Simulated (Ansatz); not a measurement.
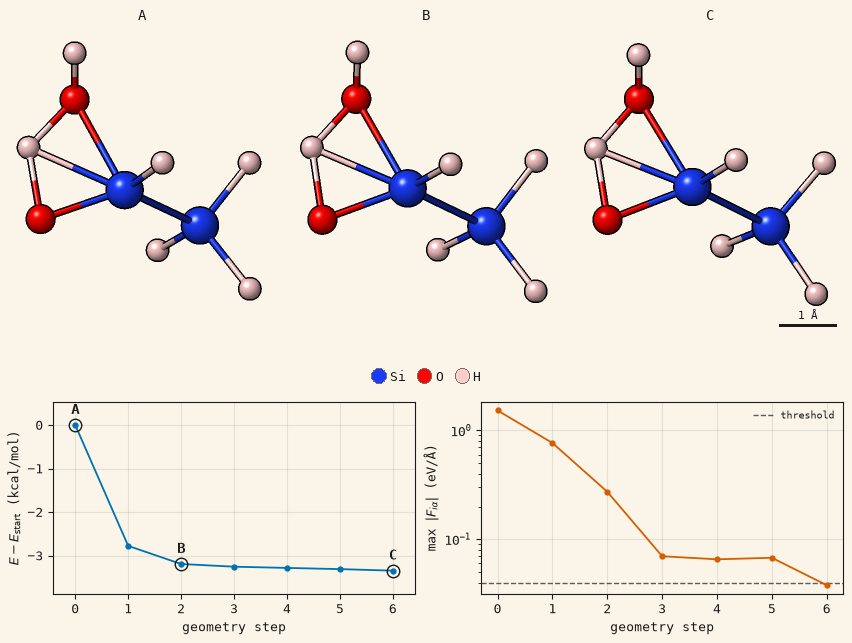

Frames of a constrained relaxation of Si2H6O2, marked on the history of the run. Style: ball-and-stick. Shown from a free direction.

The reaction that was planned forms O2–H4 and breaks Si1–O2, O3–H4 (atoms numbered from 1 in input order).

All numbers below come from RKS PBE0-D4/def2-SVP in Ansatz 0.2.0. Settings: held fixed: the distance between atoms 2 (O) and 4 (H), the distance between atoms 1 (Si) and 2 (O), the distance between atoms 3 (O) and 4 (H), counting from 1; force threshold 0.04 eV/Å; at most 150 steps.

Describe the path.

The atom that moves furthest after the best rigid fit is an H atom (0.13 Å). Largest moves by element: H 0.13 Å, O 0.08 Å, Si 0.06 Å. Among the contacts that change: Si–Si 2.290 → 2.343 Å, O–Si 1.566 → 1.607 Å, H–Si 1.468 → 1.498 Å, H–Si 1.867 → 1.840 Å. Among the angles between lasting bonds that change: Si–O–H 122.8° → 117.0°, Si–Si–H 114.3° → 109.0°, H–Si–Si 117.8° → 113.2°. The energy falls by 3.35 kcal/mol in 6 geometry steps. Largest force component: 1.5 eV/Å at the start, 0.038 eV/Å at the end. Cost: 4.7 s on 4 threads of Intel Xeon Platinum 8488C, on a shared host. From step 0 to 2: an H atom moves most (0.08 Å), energy −3.19 kcal/mol. From step 2 to 6: an H atom moves most (0.09 Å), energy −0.15 kcal/mol.
